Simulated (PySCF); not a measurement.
**C₂H₂O₃: NMR shielding calculation**

System: C₂H₂O₃ (formic anhydride), SMILES O=COC=O.
Method: GIAO B97-D/STO-3G NMR shielding, non-relativistic, gas phase (PySCF 2.14.0).

The geometry comes from this level: GFN2-xTB. It belongs to a series of runs on one base structure; here: B97-D/STO-3G; aux def2-universal-jkfit; guess huckel. Figures and captions count atoms from 1; the log counts them from 0 in places.

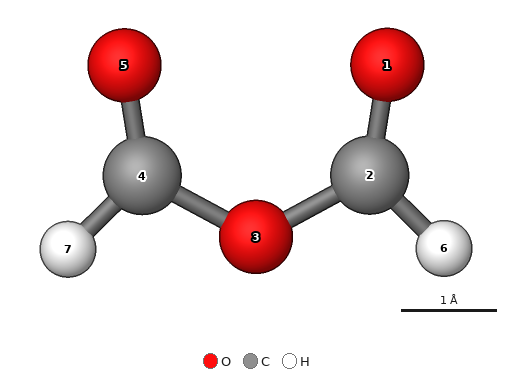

*The structure (ball-and-stick view, seen on its broad side; atoms are numbered from 1 in the order of the input).*

Bond lengths as drawn: C–H 1.10 Å and C–O 1.18 to 1.36 Å.

**Key numbers**

| quantity | value |
| --- | --- |
| outcome | converged |
| total energy | −298.849237 hartree |
| HOMO | −3.53 eV |
| LUMO | 0.56 eV |
| dipole moment | 2.00 D |
| isotropic shielding, O | −32.1 to 148.3 ppm |
| isotropic shielding, C | 128.7 ppm |
| isotropic shielding, H | 25.0 ppm |
| hardware | 1 CPU thread, shared host |
| wall time | 1.8 s |
| peak memory | 0.36 GiB |

**Notes**

Settings chosen away from the usual ones: B97-D/STO-3G; aux def2-universal-jkfit; guess huckel.

**The input**
```
{"job": {"kind": "nmr", "xc": "B97-D", "basis": "STO-3G", "pop": false, "scf": {"aux": "def2-universal-jkfit", "guess": "huckel"}}, "charge": 0, "multiplicity": 1}
O     -1.403379     1.124503    -0.013169
C     -1.193448    -0.033489     0.090552
O      0.014632    -0.665110     0.063171
C      1.195023    -0.001008    -0.094601
O      1.356220     1.162400    -0.222465
H     -1.956283    -0.817731     0.229770
H      1.990569    -0.764659    -0.080336
```

The first line tells a small driver script what to run in PySCF; the rest is the geometry in Å.

Run as:
```bash
OMP_NUM_THREADS=1 python <driver script> task.json out
```

**Log**
```
final grid: 66784 points
cycle   1  E = -291.2010670252  dE =  3.043e+00  |g| = 4.850e+00  |ddm| = 9.227e+00
cycle   2  E = -295.1907223568  dE = -3.990e+00  |g| = 2.499e+00  |ddm| = 9.277e+00
cycle   3  E = -297.6325302457  dE = -2.442e+00  |g| = 2.227e+00  |ddm| = 6.459e+00
cycle   4  E = -298.5471009300  dE = -9.146e-01  |g| = 1.078e+00  |ddm| = 1.918e+00
cycle   5  E = -298.6321371907  dE = -8.504e-02  |g| = 9.230e-01  |ddm| = 9.028e-01
cycle   6  E = -298.8359708835  dE = -2.038e-01  |g| = 2.278e-01  |ddm| = 7.787e-01
cycle   7  E = -298.8481003926  dE = -1.213e-02  |g| = 6.261e-02  |ddm| = 2.195e-01
cycle   8  E = -298.8491254307  dE = -1.025e-03  |g| = 1.910e-02  |ddm| = 8.168e-02
cycle   9  E = -298.8492350942  dE = -1.097e-04  |g| = 2.357e-03  |ddm| = 2.511e-02
cycle  10  E = -298.8492367644  dE = -1.670e-06  |g| = 5.227e-05  |ddm| = 3.106e-03
cycle  11  E = -298.8492367654  dE = -9.465e-10  |g| = 2.322e-05  |ddm| = 1.449e-04
converged SCF energy = -298.8492367654

GIAO shielding tensors (ppm)
atom      isotropic    diamagn.    paramagn.     s11        s22        s33       span
  0 O      -32.093     384.058    -416.150   -356.022   -151.037    410.782    766.804
  1 C      128.756     256.397    -127.641     46.382    150.145    189.740    143.358
  2 O      148.345     379.627    -231.282      2.790    109.314    332.932    330.141
  3 C      128.746     256.387    -127.642     46.364    150.136    189.736    143.371
  4 O      -32.104     384.054    -416.159   -356.085   -150.986    410.759    766.844
  5 H       24.953      29.247      -4.294     22.736     23.002     29.123      6.387
  6 H       24.953      29.247      -4.293     22.738     22.998     29.124      6.386
```

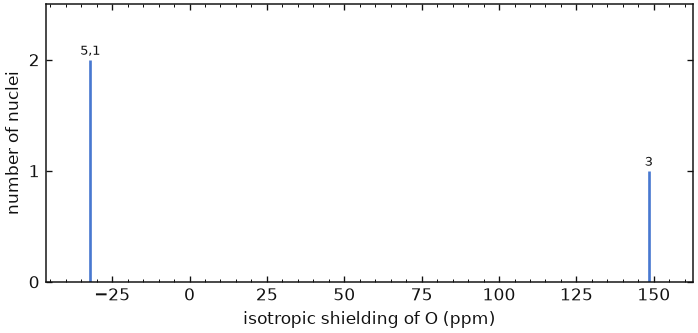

*Isotropic shieldings of the oxygen nuclei in this fixed geometry, labelled by atom number; shielding grows to the right, so chemical shift grows to the left.*

The least shielded is O5 (−32.1 ppm), the most shielded O3 (148.3 ppm).
